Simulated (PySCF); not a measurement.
SMILES [OH2]->[Fe+3](<-[OH2])(<-[OH2])(<-[OH2])(<-[OH2])<-[OH2] (charge +3), multiplicity 6 at its GFN2-xTB optimised geometry (Å):

```
19

Fe     0.0000     0.0002     0.0000
O     -0.0005    -0.0011     2.3092
H     -0.0003    -0.7675     2.9072
H     -0.0012     0.7647     2.9080
O      0.0001     2.3094     0.0000
H      0.7662     2.9078     0.0024
H     -0.7661     2.9078    -0.0022
O     -2.3092     0.0014    -0.0001
H     -2.9078     0.0044    -0.7661
H     -2.9075    -0.0009     0.7661
O      2.3092     0.0002     0.0000
H      2.9078     0.0027     0.7660
H      2.9074    -0.0027    -0.7663
O     -0.0010    -2.3091    -0.0007
H     -0.7674    -2.9071    -0.0040
H      0.7649    -2.9078     0.0023
O     -0.0005    -0.0005    -2.3092
H     -0.0009    -0.7668    -2.9074
H      0.0001     0.7655    -2.9079
```

Calculation: unrestricted CAM-B3LYP/def2-SVP (PySCF).

Map of the electrostatic potential (hartree/e), clipped to [0.22, 0.55] on the plane z = 1.0 Å:

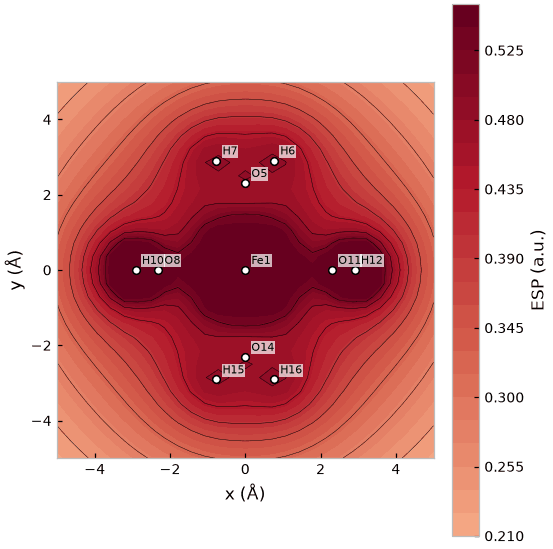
Figure: Electrostatic potential (hartree/e), clipped to [0.22, 0.55] on the plane z = 1.0 Å.
